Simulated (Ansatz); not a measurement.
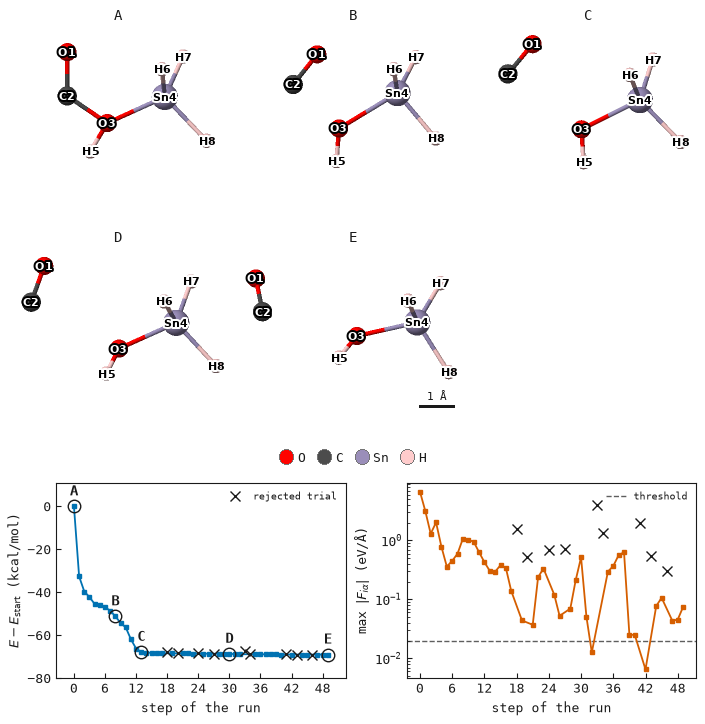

Frames of a relaxation of CH$_{4}$O$_{2}$Sn, marked on the history of the run. A ball-and-stick model, seen at a tilt.

The run prepares an end point of a later path (hydrogen shift) calculation, from a guessed geometry.

All numbers below come from UKS PBE0/def2-SVP (Ansatz 0.2.0).

Input
```yaml
crystal:
  periodic: [false, false, false]
  atoms:
    - { symbol: O, position_ang: [1.35, -0.6946, 1.4113] }
    - { symbol: C, position_ang: [1.6117, 0.2247, 0.5513] }
    - { symbol: O, position_ang: [0.6677, 0.6598, -0.4203] }
    - { symbol: Sn, position_ang: [-1.093, -0.0639, -0.5171] }
    - { symbol: H, position_ang: [1.31645, 1.2984, -0.80941] }
    - { symbol: H, position_ang: [-2.0012, 0.2573, 0.9916] }
    - { symbol: H, position_ang: [-1.0702, -1.7999, -0.7842] }
    - { symbol: H, position_ang: [-1.9839, 0.7134, -1.8388] }
magnetization:
  spin_polarized: true
basis:
  gaussian: { orbitals: def2-SVP }
hamiltonian:
  xc: pbe0
relax:
  f_tol: 0.02
  max_steps: 50
```

Run as
```bash
ansatz run input.yaml --threads 2 --pin off --max-ram 3072MiB --backend cpu --events-out ev --progress --plain --runs-dir out
```

### Describe the path.

The relaxation stopped without meeting its thresholds, so the last structure isn't shown to be converged. It used up its limit of 50 steps. O1 moves most after the best rigid fit: 1.45 Å. By element the largest moves are O 1.45 Å, C 1.19 Å, H 0.73 Å, Sn 0.52 Å. Some distances before and after: O1–Sn4 3.176 → 5.002 Å, C2–Sn4 2.922 → 4.562 Å, C2–O3 1.423 → 2.864 Å, O1–C2 1.286 → 1.129 Å. Bonds break, among them: C2–O3 (1.42 → 2.86 Å). Among the angles between lasting bonds that change: Sn4–O3–H5 146.1° → 112.8°, O3–Sn4–H7 111.8° → 102.7°, H6–Sn4–H7 108.2° → 112.6°. Groups turn about O3–Sn4 by about 60°. After 40 accepted moves (49 points after the start) the energy has fallen by 69.0 kcal/mol. The largest force component goes from 6.7 to 0.074 eV/Å. The line search rejected the trial steps at points 18, 20, 24, 27, 33, 34, 41, 43 and more of the run. The forces were under the threshold at step 32, but the run went on from there. From step 0 to 8: O1 moves most (0.45 Å), energy −51.2 kcal/mol. From step 8 to 13: O and C atoms move most (0.69 Å), energy −16.6 kcal/mol. From step 13 to 30: O1 moves most (0.53 Å), energy −0.88 kcal/mol. From step 30 to 49: O1 moves most (0.73 Å), energy −0.35 kcal/mol.

```csv
step,"E − E(0), kcal/mol","largest force component, eV/Å",note
0,0.00,6.7160,
1,-32.60,3.1463,
2,-39.61,1.2975,
3,-42.21,2.0190,
4,-45.43,0.7802,
5,-46.06,0.3609,
6,-46.90,0.4497,
7,-48.55,0.5971,
8,-51.19,1.0742,
9,-54.21,1.0202,
10,-56.35,0.9524,
12,-66.19,0.4291,
14,-68.09,0.2946,
16,-68.23,0.3410,
18,-67.81,1.5406,rejected
20,-68.37,0.5264,rejected
22,-68.45,0.2382,
24,-68.39,0.6974,rejected
26,-68.57,0.0526,
28,-68.60,0.0699,
31,-68.73,0.0508,
33,-67.15,3.9563,rejected
35,-68.81,0.2960,
37,-68.84,0.5632,
39,-68.92,0.0252,
41,-68.52,1.9491,rejected
43,-68.93,0.5450,rejected
45,-68.97,0.1064,
47,-68.97,0.0435,
49,-68.98,0.0744,
```
